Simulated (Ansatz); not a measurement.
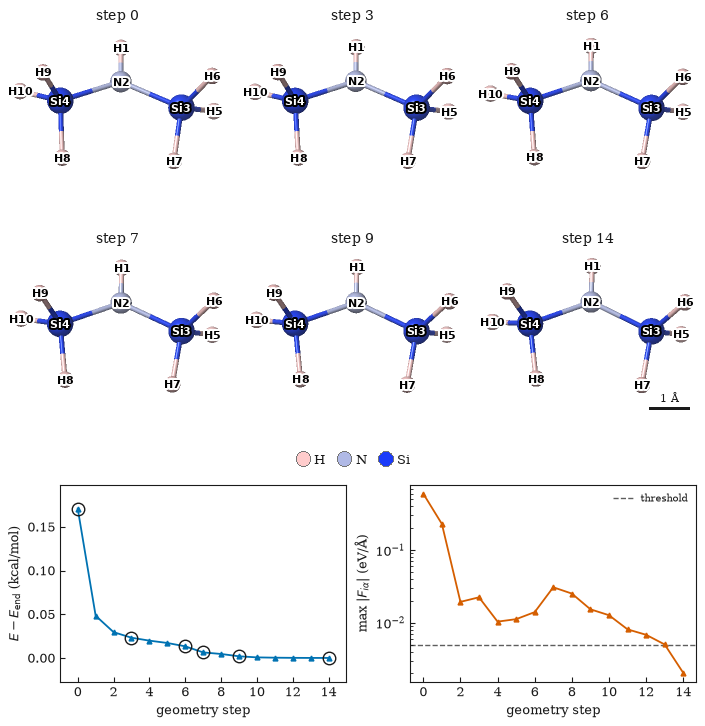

Frames of a relaxation of Si2NH7, marked on the history of the run. Style: ball-and-stick. Shown from a free direction.

It is one of the separated reactants of a reaction.

These are results of Ansatz, RKS PBE0-D4/def2-TZVP, not measurements.

The input:
```yaml
crystal:
  periodic: [false, false, false]
  atoms:
    - {symbol: H, position_ang: [0.555793, -0.371409, 0.547658]}
    - {symbol: N, position_ang: [0.623265, -1.388980, 0.607318]}
    - {symbol: Si, position_ang: [0.680088, -2.037180, 2.197093]}
    - {symbol: Si, position_ang: [0.490639, -2.214300, -0.894724]}
    - {symbol: H, position_ang: [1.706699, -1.332372, 3.015257]}
    - {symbol: H, position_ang: [-0.611549, -1.919068, 2.934317]}
    - {symbol: H, position_ang: [1.026044, -3.479012, 2.098344]}
    - {symbol: H, position_ang: [1.083169, -3.569557, -0.746161]}
    - {symbol: H, position_ang: [-0.911569, -2.382571, -1.374711]}
    - {symbol: H, position_ang: [1.224456, -1.458048, -1.947002]}
basis:
  gaussian: {orbitals: def2-TZVP}
hamiltonian: {xc: pbe0, dispersion: d4}
relax: {f_tol: 0.005, max_steps: 200}
```

Run as
```bash
ansatz run in.yaml --threads 4 --pin off --events-out ev --progress --plain --max-ram 66560MiB --backend cpu
```

Describe the path.

The largest move after the best rigid fit is that of H1, 0.24 Å. Largest moves by element: H 0.24 Å, N 0.12 Å, Si 0.03 Å. Near-neighbour distances that change, for instance: H1–N2 1.022 → 1.011 Å, N2–Si3 1.718 → 1.726 Å. After 14 geometry steps the energy has fallen by 0.17 kcal/mol. Largest force component: 0.6 eV/Å at the start, 0.002 eV/Å at the end. From step 0 to 3: H atoms move most (0.03 Å), energy −0.15 kcal/mol. From step 3 to 6: H1 moves most (0.05 Å), energy −0.01 kcal/mol. From step 6 to 7: H9 moves most (0.07 Å), energy −0.01 kcal/mol. From step 7 to 9: H10 moves most (0.04 Å), energy 0.00 kcal/mol. From step 9 to 14: H9 moves most (0.06 Å), energy 0.00 kcal/mol.
